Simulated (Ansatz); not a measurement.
How methods differ on C5H12S (tert-amyl mercaptan)

The species is C5H12S (18 atoms), meant as a singlet with charge 0. SMILES: `CCC(C)(C)S`. The shape is that of a PBE0-D4/def2-TZVP optimisation. This is one conformer, not always the lowest.

Quantity: the atomisation enthalpy at 298 K, in kJ/mol. The values are calculated. The thermal term (zero-point and 298 K enthalpy, harmonic and unscaled) is that of HF/3-21G; the spin-orbit lowering of the free atoms at 298 K, 2.0 kJ/mol by their spectra, is taken off.

**The experiment to reproduce.** CRC Handbook of Chemistry and Physics gives the atomisation enthalpy at 298 K of the gas as 6604 kJ/mol.

```
                               level                   kind  program  value (kJ/mol)  computed − measured  CPU time (all runs)
     HF/6-31G* (spherical functions)           Hartree–Fock   Ansatz            4830                -1774                8.5 s
  SVWN5/6-31G* (spherical functions)                    LDA   Ansatz            7529                 +925                 12 s
   BLYP/6-31G* (spherical functions)                    GGA   Ansatz            6453                 -151                 18 s
 revPBE/6-31G* (spherical functions)                    GGA   Ansatz            6439                 -165                 18 s
 r2SCAN/6-31G* (spherical functions)               meta-GGA   Ansatz            6564                  -40                 35 s
    MP2/6-31G* (spherical functions)    perturbation theory   Ansatz            6013                 -591                 11 s
CCSD(T)/6-31G* (spherical functions)  coupled cluster or CI   Ansatz            5973                 -631                 98 s
   CCSD/6-31G* (spherical functions)  coupled cluster or CI   Ansatz            5921                 -683                 63 s
```

Nearest: r2SCAN/6-31G* (spherical functions) (-40 kJ/mol); farthest: HF/6-31G* (spherical functions) (-1774 kJ/mol). Computed less measured by kind, in kJ/mol (of the ab initio rows, those in 6-31G*): Hartree–Fock -1774; LDA +925; GGA -165 to -151; meta-GGA -40; perturbation theory -591; coupled cluster or CI -683 to -631. In a finite basis correlated wave-function methods underbind, so their errors here aren't those of the basis-set limit. CPU times are rough (shared hosts, several kinds of processor and program).

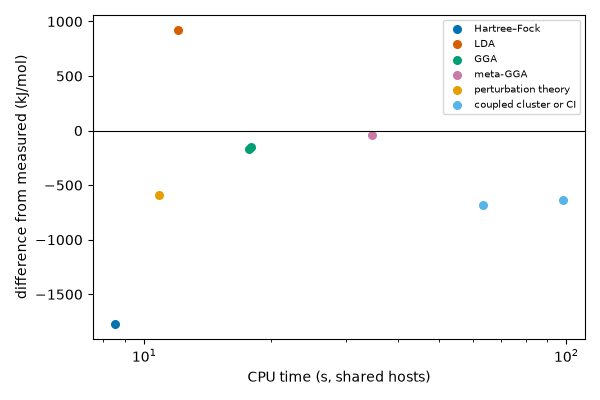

Difference from the measured value against processor time, one point a level.
